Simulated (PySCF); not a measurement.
SMILES [O]=[W]([F])([F])([F])[F] (F4OW) at its B3LYP/def2-SVP optimised geometry (Å):

```
6

W     -0.8603    -0.1088     0.0000
O     -0.9821    -1.8147    -0.0076
F     -0.7208     1.8147     0.0000
F      0.9821    -0.1088     0.0000
F     -1.7665     0.0940    -1.5913
F     -1.7674     0.0833     1.5920
```

Computed with B3LYP/def2-TZVP, def2 effective core potentials past Kr in PySCF. The core electrons that the potentials of W replace are not part of the density. Cells within 0.4 Å of a nucleus heavier than hydrogen are left out (blank, or x).

Map of the deformation density (molecule minus spherical neutral atoms) (e/bohr³) on the plane z = 1.5 Å:

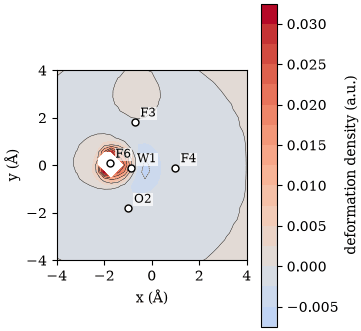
Figure. Deformation density (molecule minus spherical neutral atoms) (e/bohr³) on the plane z = 1.5 Å.
